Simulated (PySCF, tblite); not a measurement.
# C₅H₁₁OSi radical: geometry, infrared bands and EPR parameters

What infrared bands and EPR parameters should C₅H₁₁OSi radical (`C=[C]O[SiH2]CCC`) show?

Computed with tblite 0.8.0 and PySCF 2.14.0, with density-fitted response routines of our own, on a single molecule in the gas phase. Atoms are numbered from 0 throughout.

## Step 1: The starting structure

18 atoms, charge 0, multiplicity 2; geometry from: force field or distance geometry start.

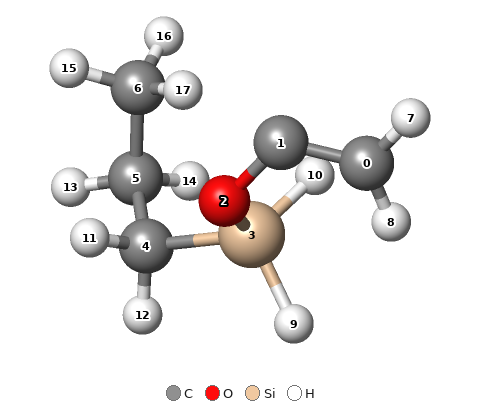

The starting geometry (carbon grey, oxygen red, silicon light orange, hydrogen white), atoms numbered.

## Step 2: Optimising the geometry with GFN2-xTB

Job settings and geometry (Å):

```
{"job": {"kind": "relax", "xc": "GFN2-xTB", "basis": "xTB"}, "charge": 0, "multiplicity": 2}
C      3.284900     0.898000    -0.285000
C      2.273600     1.264600     0.504900
O      1.413200     0.283200     0.922200
Si     0.744900    -0.749900    -0.323100
C     -1.005000    -1.126400     0.170900
C     -2.031000    -0.504100    -0.748300
C     -1.805400     1.011200    -0.688200
H      3.967300     1.666000    -0.596800
H      3.414300    -0.113600    -0.610600
H      1.463100    -2.059900    -0.381700
H      0.860100    -0.166600    -1.659900
H     -1.196400    -0.731500     1.196300
H     -1.110300    -2.233700     0.234400
H     -3.041400    -0.734200    -0.373600
H     -1.913100    -0.834900    -1.806200
H     -2.474900     1.420700     0.094600
H     -2.116000     1.498100    -1.640300
H     -0.736800     1.219200    -0.550900
```

On the command line:

```sh
OMP_NUM_THREADS=1 python probes_run.py task.json out
```

This one command runs all jobs of the session in turn.

The program printed:

```text
step      E/eV     max force
  0    -598.81950    3.568
  1    -599.12898    1.649
  2    -599.26143    1.537
  3    -599.34470    1.116
  4    -599.39236    0.773
  5    -599.42990    0.517
  6    -599.45283    0.443
  7    -599.48456    0.515
  8    -599.50654    0.448
  9    -599.52774    0.298
 10    -599.54681    0.329
 11    -599.56621    0.389
 12    -599.58431    0.375
 13    -599.59767    0.268
 14    -599.60726    0.201
 15    -599.61707    0.236
 16    -599.62842    0.317
 17    -599.63951    0.278
 18    -599.64929    0.213
 19    -599.66012    0.260
 20    -599.67425    0.350
 21    -599.68974    0.344
 22    -599.70123    0.219
 23    -599.70816    0.178
 24    -599.71358    0.190
 25    -599.71889    0.210
 26    -599.72343    0.185
 27    -599.72676    0.142
 28    -599.72980    0.142
 29    -599.73347    0.176
 30    -599.73816    0.164
 31    -599.74312    0.125
 32    -599.74641    0.113
 33    -599.74896    0.106
 34    -599.75165    0.123
 35    -599.75397    0.122
 36    -599.75575    0.088
 37    -599.75695    0.080
 38    -599.75802    0.089
 39    -599.75908    0.091
 40    -599.76001    0.069
 41    -599.76065    0.061
 42    -599.76118    0.057
 43    -599.76175    0.060
 44    -599.76242    0.070
 45    -599.76312    0.069
 46    -599.76385    0.062
 47    -599.76463    0.072
 48    -599.76544    0.069
 49    -599.76614    0.062
 50    -599.76669    0.082
 51    -599.76715    0.072
 52    -599.76765    0.050
 53    -599.76825    0.055
 54    -599.76876    0.054
 55    -599.76918    0.057
 56    -599.76956    0.041
 57    -599.76985    0.039
 58    -599.77009    0.043
 59    -599.77035    0.041
 60    -599.77070    0.042
 61    -599.77118    0.052
 62    -599.77169    0.052
 63    -599.77209    0.055
 64    -599.77242    0.050
 65    -599.77279    0.050
 66    -599.77322    0.056
 67    -599.77361    0.041
 68    -599.77392    0.042
 69    -599.77422    0.044
 70    -599.77457    0.040
 71    -599.77494    0.043
 72    -599.77528    0.051
 73    -599.77548    0.035
 74    -599.77563    0.027
 75    -599.77576    0.024
 76    -599.77595    0.033
 77    -599.77609    0.028
 78    -599.77621    0.019
 79    -599.77631    0.020
 80    -599.77641    0.022
 81    -599.77652    0.023
 82    -599.77659    0.016
 83    -599.77664    0.015
 84    -599.77667    0.015
 85    -599.77671    0.016
 86    -599.77676    0.017
 87    -599.77682    0.021
 88    -599.77688    0.022
 89    -599.77693    0.018
 90    -599.77700    0.019
 91    -599.77708    0.025
 92    -599.77719    0.028
 93    -599.77729    0.024
 94    -599.77739    0.023
 95    -599.77752    0.029
 96    -599.77765    0.028
 97    -599.77774    0.013
 98    -599.77778    0.010
 99    -599.77780    0.009
```

Wall time 0.57 s (1 thread of Arm Neoverse V2, shared host).

Step by step: (not every step is listed)

```
step  energy from step 0 (eV)  largest force (eV/Å)
   0                   0.0000                3.5685
   1                  -0.3095                1.6488
   2                  -0.4419                1.5367
   3                  -0.5252                1.1162
   4                  -0.5729                0.7731
   5                  -0.6104                0.5170
   6                  -0.6333                0.4427
   7                  -0.6651                0.5152
   8                  -0.6870                0.4484
  16                  -0.8089                0.3170
  24                  -0.8941                0.1902
  32                  -0.9269                0.1131
  40                  -0.9405                0.0685
  48                  -0.9459                0.0691
  56                  -0.9501                0.0405
  64                  -0.9529                0.0502
  72                  -0.9558                0.0509
  80                  -0.9569                0.0222
  88                  -0.9574                0.0221
  94                  -0.9579                0.0226
  95                  -0.9580                0.0295
  96                  -0.9582                0.0277
  97                  -0.9582                0.0133
  98                  -0.9583                0.0103
  99                  -0.9583                0.0095
```

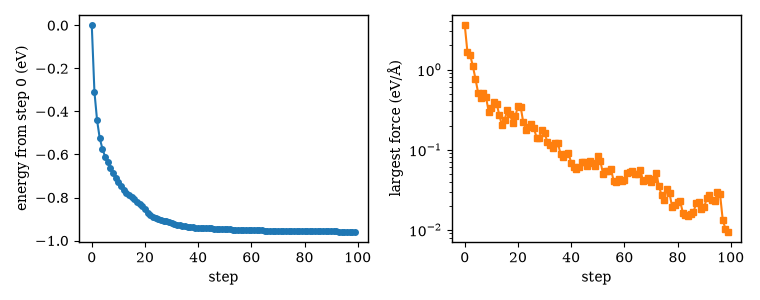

Energy and force, step by step.

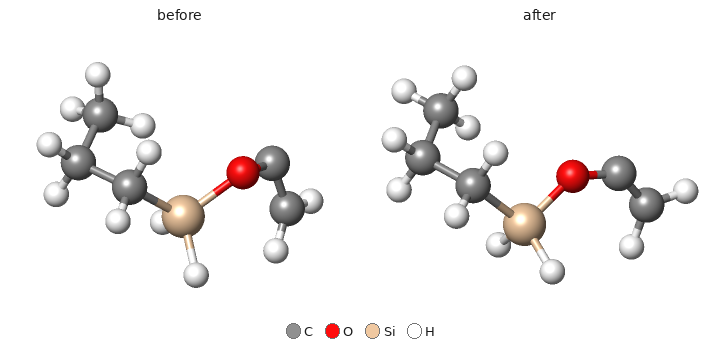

Before and after, at one scale.

Distances of close pairs at the start and the end, largest changes first:

```
  bond  before (Å)  after (Å)  change (Å)
O2–Si3       1.751      1.647      -0.103
 C1–O2       1.370      1.294      -0.077
Si3–C4       1.857      1.897      +0.040
 C0–C1       1.335      1.302      -0.032
Si3–H9       1.495      1.465      -0.030
C6–H16       1.114      1.088      -0.025
C4–H11       1.115      1.092      -0.023
C4–H12       1.114      1.091      -0.023
```

The end geometry stands in the next job.

## Step 3: Harmonic vibrations with GFN2-xTB

Job settings and geometry (Å):

```
{"job": {"kind": "ir", "xc": "GFN2-xTB", "basis": "xTB"}, "charge": 0, "multiplicity": 2}
C      3.543332     1.053774    -0.136326
C      2.382660     1.030581     0.453759
O      1.280141     0.357597     0.381585
Si     0.726747    -0.975036    -0.413035
C     -1.069092    -1.140111     0.175173
C     -2.112622    -0.447981    -0.703560
C     -1.936194     1.064077    -0.741867
H      4.309970     1.752290     0.143310
H      3.789292     0.366470    -0.946707
H      1.544602    -2.124078    -0.015878
H      0.848152    -0.767795    -1.858008
H     -1.165438    -0.763830     1.195787
H     -1.310894    -2.203516     0.213408
H     -3.111064    -0.678544    -0.320170
H     -2.053099    -0.848316    -1.718455
H     -2.000146     1.479395     0.261759
H     -2.709198     1.524082    -1.354618
H     -0.965905     1.327259    -1.157332
```

The program printed:

```text
mode    cm-1     km/mol
  1      30.3      0.16
  2      39.3      1.44
  3      80.6      0.09
  4      98.6      0.10
  5     115.5      0.18
  6     188.6      1.68
  7     209.3      1.81
  8     265.5      0.30
  9     383.7      2.28
 10     424.7      0.77
 11     502.1     49.92
 12     539.5     53.04
 13     583.8     23.15
 14     653.0    113.40
 15     705.2     20.21
 16     720.4     97.76
 17     794.6     32.86
 18     799.4    246.34
 19     809.3    210.60
 20     848.1     12.09
 21     944.7      2.04
 22     977.0     29.82
 23    1030.7     26.66
 24    1068.9      3.85
 25    1125.2     13.45
 26    1174.5    165.44
 27    1213.9      2.45
 28    1253.7      5.79
 29    1310.1      8.57
 30    1351.4      3.97
 31    1370.3     13.23
 32    1416.2      3.16
 33    1475.9      0.75
 34    1501.4      1.81
 35    1502.0      2.64
 36    1508.5      0.55
 37    1776.5    338.09
 38    2225.1    447.62
 39    2258.9    119.39
 40    2880.9     22.77
 41    2947.0     54.78
 42    2966.0      9.32
 43    2974.9     74.65
 44    2986.4     51.99
 45    3026.1     60.75
 46    3029.1     52.61
 47    3034.8     24.31
 48    3127.6      7.07
```

Run time: 0.52 s. Hardware: 1 thread of Arm Neoverse V2, shared host.

Which atoms move in the most intense modes:

```
cm⁻¹  km/mol                                 atoms
 653   113.4            Si3 27 %, O2 21 %, C4 18 %
 720    97.8  C4 17 %, H11 16 %, Si3 15 %, H9 14 %
 799   246.3  Si3 21 %, C4 19 %, H9 18 %, H12 14 %
 809   210.6                     H10 45 %, H9 39 %
1174   165.4    O2 46 %, C1 26 %, C0 14 %, H8 11 %
1776   338.1                      C1 61 %, C0 33 %
2225   447.6                     H10 48 %, H9 48 %
2259   119.4                     H9 49 %, H10 49 %
```

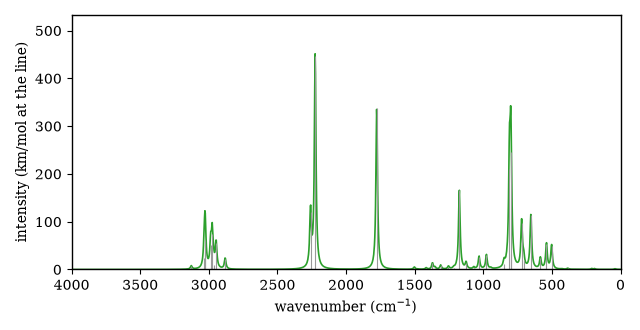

The infrared spectrum from these modes, unscaled. Lines are broadened to a width of 14 cm⁻¹ (Lorentzian).

## Step 4: g tensor and hyperfine couplings: B3LYP/pcH-1

Same as in step 3 but for these lines:

```diff
@@ -1,2 +1,2 @@
-{"job": {"kind": "ir", "xc": "GFN2-xTB", "basis": "xTB"}, "charge": 0, "multiplicity": 2}
+{"job": {"kind": "epr", "basis": "pcH-1"}, "charge": 0, "multiplicity": 2}
 C      3.543332     1.053774    -0.136326
```

Method: UKS B3LYP, pcH-1 on C H O Si, non-relativistic, mean-field spin-orbit, GIAO.

The program printed:

```text
UKS, coarse grid
  cycle   1  E = -561.72492630  |g| = 5.44e-01
  cycle   2  E = -561.60854742  |g| = 7.74e-01
  cycle   3  E = -561.83882680  |g| = 1.11e-01
  cycle   4  E = -561.84277296  |g| = 4.64e-02
  cycle   5  E = -561.84369019  |g| = 1.69e-02
  cycle   6  E = -561.84383410  |g| = 4.99e-03
  cycle   7  E = -561.84385550  |g| = 1.92e-03
  cycle   8  E = -561.84386115  |g| = 1.16e-03
  cycle   9  E = -561.84386428  |g| = 4.30e-04
UKS, final grid
  cycle   1  E = -561.84388012  |g| = 3.98e-04
  cycle   2  E = -561.84388014  |g| = 5.38e-04
  cycle   3  E = -561.84388030  |g| = 1.27e-04
  cycle   4  E = -561.84388032  |g| = 1.02e-04
  cycle   5  E = -561.84388034  |g| = 3.49e-05
  cycle   6  E = -561.84388034  |g| = 8.89e-06
E = -561.84388034 Eh   <S^2> = 0.7572 (exact 0.7500)
g shifts (ppm)      1          2          3
  rmc          -193       -193       -193
  gc             16         13        -44
  oz_so        -789         53       1263
  total        -966       -126       1026
hyperfine (MHz)  atom isotope    a_iso     a_fc   dipolar eigenvalues
    0   13C      74.64      74.67    -19.79     -1.56     21.35
    1   13C     448.58     448.70    -77.67    -57.11    134.78
    2   17O    -139.13    -139.15    -29.85     13.73     16.12
    3  29Si     -58.78     -58.88    -16.37      8.03      8.35
    4   13C      -1.19      -1.19     -0.29     -0.24      0.52
    5   13C       0.04       0.04     -0.20     -0.15      0.35
    6   13C       0.01       0.01     -0.23     -0.21      0.44
    7    1H      54.95      54.96     -7.37     -6.08     13.45
    8    1H     141.21     141.21     -5.53     -1.63      7.16
    9    1H       3.62       3.62     -2.28     -1.54      3.82
   10    1H       8.64       8.64     -2.33     -1.39      3.72
   11    1H       0.00       0.00     -1.41     -1.29      2.70
   12    1H       0.35       0.35     -0.78     -0.63      1.41
   13    1H       0.02       0.02     -0.45     -0.41      0.86
   14    1H       0.06       0.06     -0.60     -0.51      1.11
   15    1H       0.04       0.04     -1.02     -0.92      1.94
   16    1H      -0.02      -0.02     -0.52     -0.48      1.00
   17    1H      -0.03      -0.03     -1.56     -1.33      2.89
```

Run time: 100 s. Hardware: 1 thread of Arm Neoverse V2, shared host; peak memory 0.98 GiB.

Principal g values 2.00135, 2.00219, 2.00335; g(iso) = 2.00230, against 2.00232 for a free electron.

Mean a(iso) over the nuclei that a row names, and the largest dipolar term of the row (other rows stand at the frozen geometry):

```
       nuclei  isotope  a(iso) (MHz)  a(iso) (G, at g = 2.0023)  largest dipolar term (MHz)
           C1      13C         448.6                      160.1                       134.8
           H8       1H         141.2                       50.4                         7.2
           O2      17O        -139.1                      -49.6                       -29.9
           C0      13C          74.6                       26.6                        21.3
          Si3     29Si         -58.8                      -21.0                       -16.4
           H7       1H          55.0                       19.6                        13.4
      H9, H10       1H           6.1                        2.2                         3.8
           C4      13C          -1.2                       -0.4                         0.5
     H11, H12       1H           0.2                        0.1                         2.7
           C5      13C           0.0                        0.0                         0.3
     H13, H14       1H           0.0                        0.0                         1.1
           C6      13C           0.0                        0.0                         0.4
H15, H16, H17       1H           0.0                        0.0                         2.9
```

Mulliken spin populations:

C0 -0.13; C1 0.91; O2 0.06; Si3 0.05; C4 0.00; C5 0.00; C6 0.00; H7 0.02; H8 0.08; H9 0.00; H10 0.01; H11 0.00; H12 0.00; H13 0.00; H14 0.00; H15 0.00; H16 0.00; H17 0.00

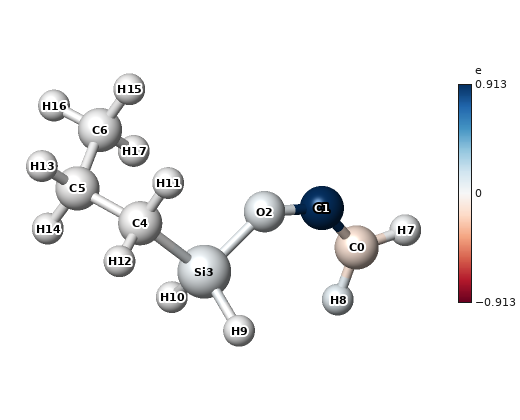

Mulliken spin populations, as colours on the atoms.

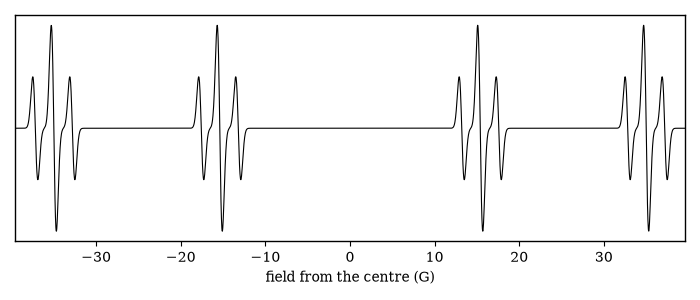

First-order isotropic spectrum (first derivative, main isotopes with spin only, couplings over 0.8 MHz, Gaussian width 0.3 G; couplings of the frozen geometry, rotation of groups not averaged beyond the rows shown).

The fields below are evaluated on a grid from the run's orbitals.

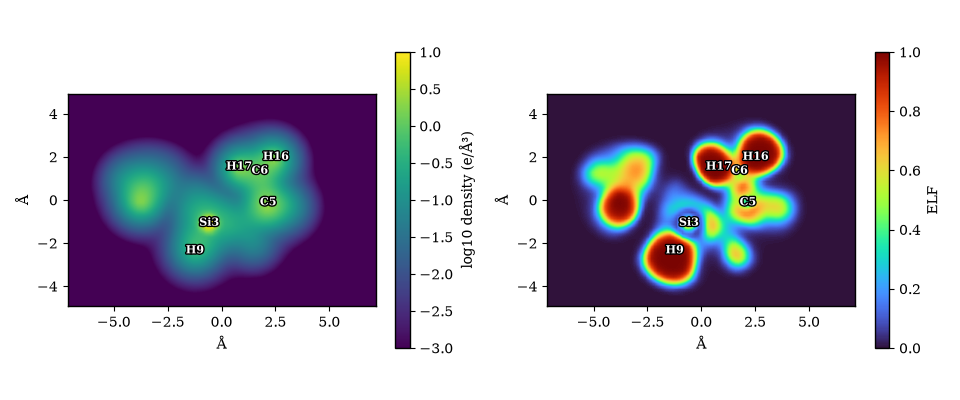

Density (left) and ELF (right) in a plane through or near 6 of the atoms.

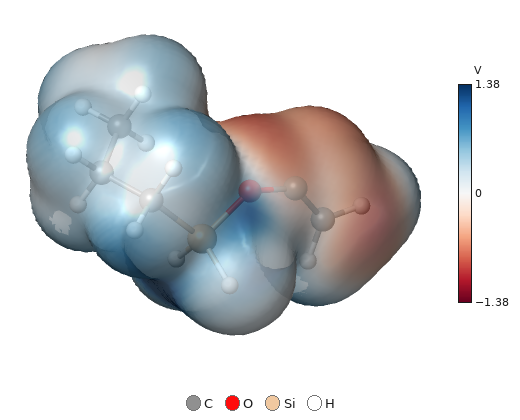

The potential that a unit positive charge feels on the 0.002 e/bohr³ surface, from -0.84 V near C0 to 1.38 V near H9.

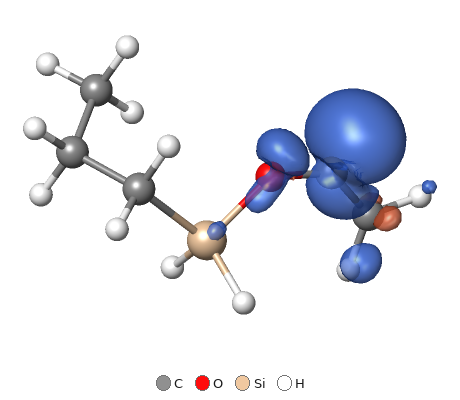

Spin density at ±0.05 e/Å³ (alpha excess blue, beta excess red).

## Step 5: Summary of results

```
                                                                  quantity                  value
                                 strongest single infrared mode (GFN2-xTB)  2225 cm⁻¹, 448 km/mol
                                              zero-point energy (GFN2-xTB)          89.0 kcal/mol
                                                            g(iso) (B3LYP)                2.00230
                                                                      ⟨S²⟩     0.757 (exact 0.75)
                                        largest a(iso) (averaged by class)   13C on C1, 448.6 MHz
potential on the surface of density 0.002 e/bohr³, 1st and 99th percentile     -0.84 V and 1.38 V
```

Over 99 steps the energy fell by 0.958 eV; of the close pairs, O2–Si3 changed most, 1.751 to 1.647 Å. All 48 modes are real, so the xTB geometry is a minimum. The strongest single mode, at 2225 cm⁻¹, moves mainly H10 and H9. Unscaled tight-binding wavenumbers are off by several per cent, some by more. Its intensities can rank the bands wrongly. Most of the unpaired spin sits on C1 (0.91 e). The isotropic g lies 0.0 ppt below the free-electron value. These values are for one conformer; the search (at its own cheap level) found 2 more, at 0.06, 0.24 kcal/mol, and measured spectra average over such forms.
